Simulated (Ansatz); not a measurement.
**SiGePH (triplet): correlated methods under varied settings at a displaced geometry (v1)**

What do other methods and options give for SiGePH (triplet) at this geometry, and how long do they take?

The runs use Ansatz 0.2.0, Gaussian basis; the settings change from run to run.

19 further runs of the same task are left out: 9 that didn't finish, 10 set aside as unsound or not needed. Runs told in other sessions of the task aren't counted.

### Step 1. What is computed

The geometry is a PBE0/def2-TZVP stationary point (not a proven minimum) with its atoms shifted at random (size 0.040 Å). No spin-orbit coupling is included. The filled d shell of Ge may be among the frozen orbitals whatever the setting's name suggests.

4 atoms, charge 0, spin multiplicity 3.

Atoms are counted from 1 here; the program's logs count them from 0.

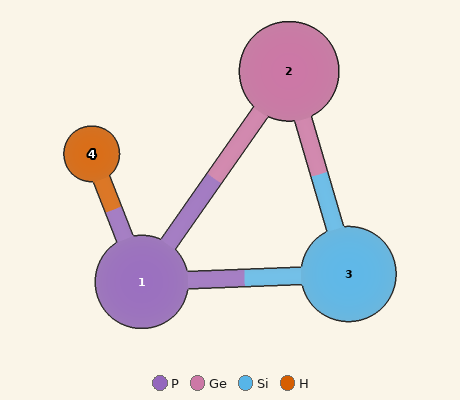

The structure; phosphorus purple, germanium pink, silicon blue, hydrogen orange; atoms are numbered from 1 in the order of the file.

### Step 2. BCCD(T) on ROHF/cc-pVDZ

File in.yaml:

```yaml
crystal:
  periodic: [false, false, false]
  atoms:
    - {symbol: P, position_ang: [-0.009096, 0.740815, 1.647145]}
    - {symbol: Ge, position_ang: [-0.009929, 0.140501, -1.000022]}
    - {symbol: Si, position_ang: [0.038035, -1.242700, 0.748551]}
    - {symbol: H, position_ang: [-0.064742, 1.736260, 0.595182]}
basis:
  gaussian: {orbitals: cc-pVDZ}
magnetization: {spin_polarized: false, initial_magnetization: 2}
correlation: {method: bccd_t, electrons: outside_noble_gas}
scf: {lower_state_search: off}
```

Command:

```console
$ ansatz run in.yaml --threads 1 --pin off --events-out ev --progress --plain --max-ram 2393MiB
```

The log of the run (excerpt; [...] marks lines left out):

```text
Functional definition: HF
  name "HF"
  cite "Fock, Z. Phys. 61, 126 (1930) doi:10.1007/BF01340294"
  parent pbe
[...]
751 factors; integrals over basis functions are off by at most 1.2e-3 eV
[...]
mean field -73619.96045067 eV, -2705.4836451605 hartree, gradient 1.6e-6 eV, S^2 2.000000; 0 other end points of the search recorded, 0 dependent functions left out
24 core orbitals not correlated: weight in the atoms' cores, before any rotation towards them, 1.000 or more for the frozen orbitals, at most 0.000 for the correlated occupied ones
reference -73619.96045067 eV, -2705.4836451605 hartree; 8, 6 occupied and 36, 38 virtual orbitals, 751 factors
second order -7.54083050 eV of doubles, -0.12571251 eV of singles
cycle   1  -8.13793029 eV  change   -4.7e-1 eV  update   1.2e-1
[...]
cycle  16  -8.55713020 eV  change    2.9e-6 eV  update   1.5e-5
perturbative correction -0.51877493 eV, -0.0190646271 hartree
Total energy: -73629.03635580 eV, -2705.8171785222 hartree
Checks for a lower state left out: stability, starts, cluster_reference, orbital_swaps, neighbouring_geometries, increment
```

Wall time 2.9 s (1 thread of Arm Neoverse V2, shared host).

From the report: correlation -9.0759 eV; largest double amplitude 0.07.

### Step 3. CASCI(2,6)/STO-3G

in.yaml: that of step 2 with these lines changed.

```diff
@@ -8,5 +8,5 @@
 basis:
-  gaussian: {orbitals: cc-pVDZ}
+  gaussian: {orbitals: STO-3G}
 magnetization: {spin_polarized: false, initial_magnetization: 2}
-correlation: {method: bccd_t, electrons: outside_noble_gas}
-scf: {lower_state_search: off}
+correlation: {active_space: {window: {electrons: 2, orbitals: 6}, fixed_orbitals: true}}
+output: {forces: true}
```

Launched as before.

The log of the run (excerpt; [...] marks lines left out):

```text
Functional definition: HF
  name "HF"
  cite "Fock, Z. Phys. 61, 126 (1930) doi:10.1007/BF01340294"
  parent pbe
[...]
380 factors; integrals over basis functions are off by at most 2.1e-5 eV
[...]
mean field -72781.74151443 eV, -2674.6796674191 hartree, gradient 4.2e-6 eV, S^2 2.000000; 14 other end points of the search recorded, 0 dependent functions left out
reference -72781.74151443 eV, -2674.6796674191 hartree; 32, 30 occupied and 5, 7 virtual orbitals, 380 factors
state -72781.74164783 eV, -2674.6796723214 hartree
[...]
Total energy: -72781.74164783 eV, -2674.6796723214 hartree
Atom 0 at    -0.009096     0.740815     1.647145 Å, force    -0.062589     2.602739     1.603342 eV/Å
Atom 1 at    -0.009929     0.140501    -1.000022 Å, force    -0.006160     0.006146    -0.802557 eV/Å
Atom 2 at     0.038035    -1.242700     0.748551 Å, force     0.032638    -1.656634    -0.936386 eV/Å
Atom 3 at    -0.064742     1.736260     0.595182 Å, force     0.036111    -0.952250     0.135601 eV/Å
Dipole moment:     0.003863    -0.159624     0.145661 e Å
```

Run time: 2.1 s. Hardware: 1 thread of Arm Neoverse V2, shared host.

From the report: 36 determinants; active occupations 1.00, 1.00, 0.00, 0.00, 0.00, 0.00.

### Step 4. NEVPT4(SD)(2,3)/STO-3G

in.yaml: that of step 3 with these lines changed.

```diff
@@ -10,3 +10,2 @@
 magnetization: {spin_polarized: false, initial_magnetization: 2}
-correlation: {active_space: {window: {electrons: 2, orbitals: 6}, fixed_orbitals: true}}
-output: {forces: true}
+correlation: {method: fic_nevpt4_sd, electrons: all, active_space: {window: {electrons: 2, orbitals: 3}}}
```

Same command.

The log of the run (excerpt; [...] marks lines left out):

```text
Functional definition: HF
  name "HF"
  cite "Fock, Z. Phys. 61, 126 (1930) doi:10.1007/BF01340294"
  parent pbe
[...]
380 factors; integrals over basis functions are off by at most 2.1e-5 eV
[...]
mean field -72781.74151443 eV, -2674.6796674191 hartree, gradient 4.2e-6 eV, S^2 2.000000; 14 other end points of the search recorded, 0 dependent functions left out
reference -72781.74151443 eV, -2674.6796674191 hartree; 32, 30 occupied and 5, 7 virtual orbitals, 380 factors
state -72781.74151443 eV, -2674.6796674191 hartree
state -72781.74151443 eV, -2674.6796674191 hartree; corrected -72784.68571516 eV, -2674.7878648001 hartree
state -72781.11281273 eV, -2674.6565630579 hartree
state -72781.11281273 eV, -2674.6565630579 hartree; corrected -72785.36033541 eV, -2674.8126566370 hartree
state -72781.11281273 eV, -2674.6565630579 hartree; corrected -72785.36033541 eV, -2674.8126566370 hartree
WARN: 1 active orbitals are nearly empty or full. The corrections depend on them more than the energy does, and are more stable in an active space without them
WARN: the results are in doubt because another end's mean lies 0.629 eV lower, and its corrected mean 0.675 eV higher
Total energy: -72785.36033541 eV, -2674.8126566370 hartree
In doubt: another end's mean lies 0.629 eV lower, and its corrected mean 0.675 eV higher
```

Wall time 5.5 s (1 thread of Arm Neoverse V2, shared host).

From the report: 9 determinants; active occupations 1.00, 1.00, 0.00. Mind the lines of doubt at the end of the log.

### Step 5. HF (UHF)/6-31G

File in.yaml:

```yaml
crystal:
  periodic: [false, false, false]
  atoms:
    - {symbol: P, position_ang: [-0.009096, 0.740815, 1.647145]}
    - {symbol: Ge, position_ang: [-0.009929, 0.140501, -1.000022]}
    - {symbol: Si, position_ang: [0.038035, -1.242700, 0.748551]}
    - {symbol: H, position_ang: [-0.064742, 1.736260, 0.595182]}
basis:
  gaussian: {orbitals: 6-31G}
magnetization: {spin_polarized: true, initial_magnetization: 2}
hamiltonian: {xc: hf}
scf: {lower_state_search: off}
output: {orbitals: {seedname: orbitals}}
```

The command is unchanged.

The log of the run:

```text
Functional definition: HF
  name "HF"
  cite "Fock, Z. Phys. 61, 126 (1930) doi:10.1007/BF01340294"
  parent pbe
  exchange = exact_x
  correlation = 0
these checks for a lower state are left out or cut short: stability, starts, cluster_reference, orbital_swaps, neighbouring_geometries, increment
562 factors; integrals over basis functions are off by at most 2.9e-4 eV
mean field evaluation 1: about -73607.3898 eV, gradient 9.5e0 eV
mean field evaluation 2: about -73607.4836 eV, gradient 9.5e0 eV
mean field evaluation 4: about -73608.6433 eV, gradient 2.0e0 eV
mean field evaluation 8: about -73608.9556 eV, gradient 3.4e-1 eV
mean field evaluation 16: about -73608.9652 eV, gradient 2.7e-5 eV
mean field -73608.96524365 eV, -2705.0795787556 hartree, gradient 2.8e-6 eV, S^2 2.275052; 0 other end points of the search recorded, 0 dependent functions left out
reference -73608.96524365 eV, -2705.0795787556 hartree; 32, 30 occupied and 25, 27 virtual orbitals, 562 factors
Total energy: -73608.96524365 eV, -2705.0795787556 hartree
Checks for a lower state left out: stability, starts, cluster_reference, orbital_swaps, neighbouring_geometries, increment
```

Wall time 0.81 s (1 thread of Arm Neoverse V2, shared host).

From the report: ⟨S²⟩ of the determinant 2.275 (pure triplet: 2.00).

### Step 6. BCCD on UHF/STO-3G

in.yaml: that of step 5 with these lines changed.

```diff
@@ -8,6 +8,4 @@
 basis:
-  gaussian: {orbitals: 6-31G}
+  gaussian: {orbitals: STO-3G, fitting: {mean_field: def2-universal-jkfit}}
 magnetization: {spin_polarized: true, initial_magnetization: 2}
-hamiltonian: {xc: hf}
-scf: {lower_state_search: off}
-output: {orbitals: {seedname: orbitals}}
+correlation: {method: bccd, electrons: valence, diis_vectors: 12}
```

Same command.

The log of the run (excerpt; [...] marks lines left out):

```text
Functional definition: HF
  name "HF"
  cite "Fock, Z. Phys. 61, 126 (1930) doi:10.1007/BF01340294"
  parent pbe
[...]
540 factors; integrals over basis functions are off by at most 1.6e-2 eV
[...]
mean field -72781.95715127 eV, -2674.6875919267 hartree, gradient 1.7e-6 eV, S^2 2.465507; 16 other end points of the search recorded, 0 dependent functions left out
determinant -72781.95715127 eV, -2674.6875919267 hartree, with singles and doubles -72785.41295089 eV, -2674.8145902203 hartree
determinant -72781.81917830 eV, -2674.6825215136 hartree, with singles and doubles -72784.68539409 eV, -2674.7878530010 hartree
determinant -72781.29027616 eV, -2674.6630847186 hartree, with singles and doubles -72785.05750035 eV, -2674.8015276539 hartree
determinant -72781.28608692 eV, -2674.6629307666 hartree, with singles and doubles -72784.94864001 eV, -2674.7975271102 hartree
[...]
determinant -72781.29027616 eV, -2674.6630847186 hartree, with singles and doubles -72785.35247803 eV, -2674.8123678837 hartree
determinant -72781.28608692 eV, -2674.6629307666 hartree, with singles and doubles -72785.34848768 eV, -2674.8122212410 hartree
determinant -72781.07087837 eV, -2674.6550219982 hartree, with singles and doubles -72785.33184526 eV, -2674.8116096435 hartree
19 core orbitals not correlated: weight in the atoms' cores, before any rotation towards them, 1.000 or more for the frozen orbitals, at most 0.000 for the correlated occupied ones
reference -72781.95715127 eV, -2674.6875919267 hartree; 13, 11 occupied and 5, 7 virtual orbitals, 540 factors
second order -2.33808569 eV of doubles, -0.00000000 eV of singles
cycle   1  -3.46595181 eV  change    2.1e-2 eV  update   5.2e-2
[...]
cycle  16  -3.42558068 eV  change   -1.8e-6 eV  update   8.5e-6
WARN: the results are in doubt because among natural orbitals full CI differs from the method by -0.132 eV
Total energy: -72785.38273195 eV, -2674.8134796947 hartree
In doubt: among natural orbitals full CI differs from the method by -0.132 eV
```

Wall time 14 s (1 thread of Arm Neoverse V2, shared host).

From the report: ⟨S²⟩ of the determinant 2.466 (pure triplet: 2.00); correlation -3.4256 eV; largest double amplitude 0.14. Mind the lines of doubt at the end of the log.

### Step 7. HF (UHF)/cc-pVDZ

in.yaml: that of step 6 with these lines changed.

```diff
@@ -8,4 +8,6 @@
 basis:
-  gaussian: {orbitals: STO-3G, fitting: {mean_field: def2-universal-jkfit}}
+  gaussian: {orbitals: cc-pVDZ}
 magnetization: {spin_polarized: true, initial_magnetization: 2}
-correlation: {method: bccd, electrons: valence, diis_vectors: 12}
+hamiltonian: {xc: hf}
+scf: {lower_state_search: off}
+output: {forces: true, orbitals: {seedname: orbitals}}
```

The command is unchanged.

The log of the run (excerpt; [...] marks lines left out):

```text
Functional definition: HF
  name "HF"
  cite "Fock, Z. Phys. 61, 126 (1930) doi:10.1007/BF01340294"
  parent pbe
[...]
751 factors; integrals over basis functions are off by at most 1.2e-3 eV
[...]
mean field -73620.43269153 eV, -2705.5009996920 hartree, gradient 2.8e-6 eV, S^2 2.272655; 0 other end points of the search recorded, 0 dependent functions left out
[...]
reference -73620.43269153 eV, -2705.5009996920 hartree; 32, 30 occupied and 36, 38 virtual orbitals, 751 factors
Total energy: -73620.43269153 eV, -2705.5009996920 hartree
Atom 0 at    -0.009096     0.740815     1.647145 Å, force    -0.029620     0.984259     0.589154 eV/Å
Atom 1 at    -0.009929     0.140501    -1.000022 Å, force    -0.036723     0.896703    -1.764713 eV/Å
Atom 2 at     0.038035    -1.242700     0.748551 Å, force     0.055853    -1.772930     0.972326 eV/Å
Atom 3 at    -0.064742     1.736260     0.595182 Å, force     0.010491    -0.108032     0.203233 eV/Å
Dipole moment:    -0.003454     0.041748    -0.257733 e Å
Checks for a lower state left out: stability, starts, cluster_reference, orbital_swaps, neighbouring_geometries, increment
```

It took 1.6 s on 1 thread of Arm Neoverse V2, shared host.

From the report: ⟨S²⟩ of the determinant 2.273 (pure triplet: 2.00).

### Step 8. HF (UHF)/cc-pVDZ

in.yaml: that of step 7 with these lines changed.

```diff
@@ -11,3 +11,2 @@
 hamiltonian: {xc: hf}
-scf: {lower_state_search: off}
 output: {forces: true, orbitals: {seedname: orbitals}}
```

Same command.

The log of the run (excerpt; [...] marks lines left out):

```text
Functional definition: HF
  name "HF"
  cite "Fock, Z. Phys. 61, 126 (1930) doi:10.1007/BF01340294"
  parent pbe
[...]
751 factors; integrals over basis functions are off by at most 1.2e-3 eV
[...]
mean field -73620.43269153 eV, -2705.5009996920 hartree, gradient 2.6e-5 eV, S^2 2.272657; 2 other end points of the search recorded, 0 dependent functions left out
[...]
reference -73620.43269153 eV, -2705.5009996920 hartree; 32, 30 occupied and 36, 38 virtual orbitals, 751 factors
Total energy: -73620.43269153 eV, -2705.5009996920 hartree
Atom 0 at    -0.009096     0.740815     1.647145 Å, force    -0.029620     0.984265     0.589158 eV/Å
Atom 1 at    -0.009929     0.140501    -1.000022 Å, force    -0.036723     0.896703    -1.764715 eV/Å
Atom 2 at     0.038035    -1.242700     0.748551 Å, force     0.055853    -1.772937     0.972324 eV/Å
Atom 3 at    -0.064742     1.736260     0.595182 Å, force     0.010491    -0.108031     0.203233 eV/Å
Dipole moment:    -0.003455     0.041748    -0.257732 e Å
```

Wall time 4.7 s (1 thread of Arm Neoverse V2, shared host).

From the report: ⟨S²⟩ of the determinant 2.273 (pure triplet: 2.00).

### Step 9. CCSD on ROHF/cc-pVDZ

in.yaml: that of step 8 with these lines changed.

```diff
@@ -9,4 +9,4 @@
   gaussian: {orbitals: cc-pVDZ}
-magnetization: {spin_polarized: true, initial_magnetization: 2}
-hamiltonian: {xc: hf}
-output: {forces: true, orbitals: {seedname: orbitals}}
+magnetization: {spin_polarized: false, initial_magnetization: 2}
+correlation: {method: ccsd, electrons: valence}
+scf: {omitted_lower_state_checks: [cluster_reference]}
```

Launched as before.

The log of the run (excerpt; [...] marks lines left out):

```text
Functional definition: HF
  name "HF"
  cite "Fock, Z. Phys. 61, 126 (1930) doi:10.1007/BF01340294"
  parent pbe
[...]
751 factors; integrals over basis functions are off by at most 1.2e-3 eV
[...]
mean field -73619.96045067 eV, -2705.4836451605 hartree, gradient 1.6e-6 eV, S^2 2.000000; 9 other end points of the search recorded, 0 dependent functions left out
19 core orbitals not correlated: weight in the atoms' cores, before any rotation towards them, 1.000 or more for the frozen orbitals, at most 0.000 for the correlated occupied ones
reference -73619.96045067 eV, -2705.4836451605 hartree; 13, 11 occupied and 36, 38 virtual orbitals, 751 factors
second order -8.04066003 eV of doubles, -0.13073301 eV of singles
cycle   1  -8.54459771 eV  change   -3.7e-1 eV  update   1.2e-1
[...]
cycle  13  -9.04879389 eV  change   -2.9e-5 eV  update   3.0e-5
Total energy: -73629.00924455 eV, -2705.8161822023 hartree
Checks for a lower state left out: cluster_reference
```

Run time: 8 s. Hardware: 1 thread of Arm Neoverse V2, shared host.

From the report: correlation -9.0488 eV; T1 0.036; largest double amplitude 0.08.

### Step 10. BCCD(T) on ROHF/def2-SVP

in.yaml: that of step 9 with these lines changed.

```diff
@@ -8,5 +8,5 @@
 basis:
-  gaussian: {orbitals: cc-pVDZ}
+  gaussian: {orbitals: def2-SVP}
 magnetization: {spin_polarized: false, initial_magnetization: 2}
-correlation: {method: ccsd, electrons: valence}
-scf: {omitted_lower_state_checks: [cluster_reference]}
+correlation: {method: bccd_t, electrons: outside_noble_gas}
+output: {forces: true}
```

Launched as before.

The log of the run (excerpt; [...] marks lines left out):

```text
Functional definition: HF
  name "HF"
  cite "Fock, Z. Phys. 61, 126 (1930) doi:10.1007/BF01340294"
  parent pbe
[...]
693 factors; integrals over basis functions are off by at most 9.0e-4 eV
[...]
mean field -73608.01193313 eV, -2705.0445452402 hartree, gradient 6.4e-6 eV, S^2 2.000000; 18 other end points of the search recorded, 0 dependent functions left out
[...]
determinant -73608.01193313 eV, -2705.0445452402 hartree, with singles and doubles -73616.55165899 eV, -2705.3583743770 hartree
determinant -73607.79129180 eV, -2705.0364368207 hartree, with singles and doubles -73615.71978608 eV, -2705.3278036114 hartree
determinant -73606.66813415 eV, -2704.9951615384 hartree, with singles and doubles -73615.12226307 eV, -2705.3058450457 hartree
determinant -73606.14838830 eV, -2704.9760612308 hartree, with singles and doubles -73614.93950984 eV, -2705.2991289886 hartree
[...]
24 core orbitals not correlated: weight in the atoms' cores, before any rotation towards them, 1.000 or more for the frozen orbitals, at most 0.000 for the correlated occupied ones
reference -73608.01193313 eV, -2705.0445452402 hartree; 8, 6 occupied and 41, 43 virtual orbitals, 693 factors
second order -7.52206468 eV of doubles, -0.12806836 eV of singles
cycle   1  -8.52800925 eV  change    1.2e-2 eV  update   2.9e-2
[...]
cycle  22  -8.53931167 eV  change    1.0e-7 eV  update   3.2e-7
perturbative correction -0.53017059 eV, -0.0194834099 hartree
[...]
Total energy: -73617.08141540 eV, -2705.3778425660 hartree
Atom 0 at    -0.009096     0.740815     1.647145 Å, force    -0.014443     0.636078     0.369389 eV/Å
Atom 1 at    -0.009929     0.140501    -1.000022 Å, force    -0.024005     0.672478    -1.226060 eV/Å
Atom 2 at     0.038035    -1.242700     0.748551 Å, force     0.040516    -1.364791     0.739089 eV/Å
Atom 3 at    -0.064742     1.736260     0.595182 Å, force    -0.002068     0.056235     0.117582 eV/Å
Dipole moment:    -0.004213     0.041095    -0.166148 e Å
```

It took 40 s on 1 thread of Arm Neoverse V2, shared host; peak memory 0.36 GiB.

From the report: correlation -9.0695 eV; largest double amplitude 0.07.

### Step 11. All runs side by side

Where basis and cores are those of an earlier RCCSDT(Q)/cc-pVDZ run (-73629.1284 eV), and the records show the same count of frozen orbitals and kind of state, the miss against it is given; a blank cell means that this couldn't be shown. † marks a result that the program doubts.

| level | correlated | functions | energy (eV) | from RCCSDT(Q) (meV) | time |
| --- | --- | --- | --- | --- | --- |
| BCCD(T) on ROHF/cc-pVDZ | outside noble gas | 68 | -73629.0364 | 92.0 | 2.9 s |
| CASCI(2,6)/STO-3G |  | 37 | -72781.7416 |  | 2.1 s |
| NEVPT4(SD)(2,3)/STO-3G † | all | 37 | -72785.3603 |  | 5.5 s |
| HF (UHF)/6-31G |  | 57 | -73608.9652 |  | 0.81 s |
| BCCD on UHF/STO-3G † | valence | 37 | -72785.3827 |  | 14 s |
| HF (UHF)/cc-pVDZ |  | 68 | -73620.4327 | 8695.7 | 1.6 s |
| HF (UHF)/cc-pVDZ |  | 68 | -73620.4327 | 8695.7 | 4.7 s |
| CCSD on ROHF/cc-pVDZ | valence | 68 | -73629.0092 |  | 8 s |
| BCCD(T) on ROHF/def2-SVP | outside noble gas | 73 | -73617.0814 |  | 40 s |

### Step 12. Outcome

```
quantity                           value
    runs                               9
quickest          HF (UHF)/6-31G, 0.81 s
 slowest  BCCD(T) on ROHF/def2-SVP, 40 s
```

What this shows: Total energies in different bases, with other cores or another treatment of relativity can't be set against each other. «valence» and «outside noble gas» are the program's key words; the logs give how many orbitals each freezes, and for Ga to Kr the 3d shell needn't follow the word's plain sense. BCCD(T) on ROHF/def2-SVP took 49 times as long as HF (UHF)/6-31G; the jobs differ in more than the method. Hartree-Fock, CASSCF and CASCI lack dynamic correlation by design.
